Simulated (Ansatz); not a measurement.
The parent structure is BaTiO3 (space group P4mm, No. 99; a = 3.972 Å, c = 4.113 Å). Axes: x, y, z lie along a, b, c of the conventional cell.

Now apply this change: uniaxial stress, 3 GPa compression along z; all other stress components relax to zero.

Calculations: Ansatz (a program for electronic structure), r2SCAN, PAW, cutoff 500 eV, no spin-orbit coupling.

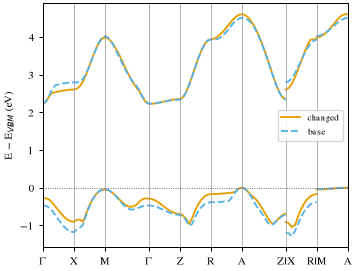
Figure: Highest valence and lowest conduction band along the path, each from its own valence-band maximum

Problem. Read the changed gap and its character from the plot.

Solution. About 2.2 eV, indirect, A → Γ.

Load acts through the strain it causes; cell and atoms are relaxed under it. Beyond what the load breaks, stability against distortions was not tested. The final runs are not spin-polarised.
